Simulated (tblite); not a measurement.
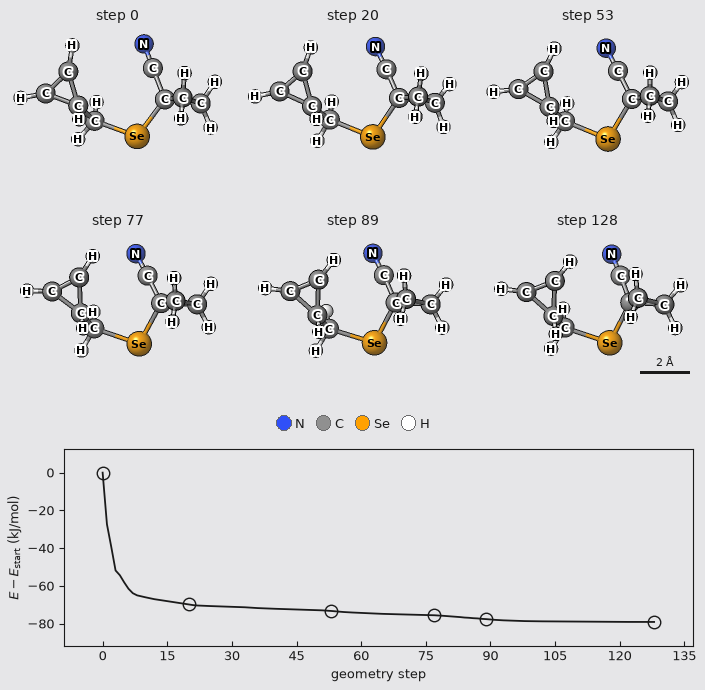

Frames of a relaxation of C8H9NSe, marked on the history of the run. The picture is a ball-and-stick view, seen face on.

All numbers below come from GFN2-xTB geometry optimisation, gas phase in tblite 0.8.0. 

**Describe the path.**

The largest move after the best rigid fit is that of an H atom, 1.31 Å. By element the largest moves are H 1.31 Å, C 0.77 Å, N 0.72 Å, Se 0.59 Å. Among the contacts that change: C–C 1.482 → 1.414 Å, C–C 1.354 → 1.299 Å, C–H 1.138 → 1.089 Å, C–Se 1.928 → 1.976 Å. Bond angles that change, for instance: Se–C–H 114.1° → 103.9°, C–Se–C 107.4° → 98.2°, C–C–H 153.8° → 145.1°. Groups turn about C–Se by about 30°, C–C by about 25°. After 128 geometry steps the energy has fallen by 79.1 kJ/mol. From step 0 to 20: an H atom moves most (0.20 Å), energy −69.8 kJ/mol. From step 20 to 53: an H atom moves most (0.36 Å), energy −3.45 kJ/mol. From step 53 to 77: an H atom moves most (0.38 Å), energy −2.28 kJ/mol. From step 77 to 89: an H atom moves most (0.33 Å), energy −2.04 kJ/mol. From step 89 to 128: the N atom moves most (0.29 Å), energy −1.50 kJ/mol.
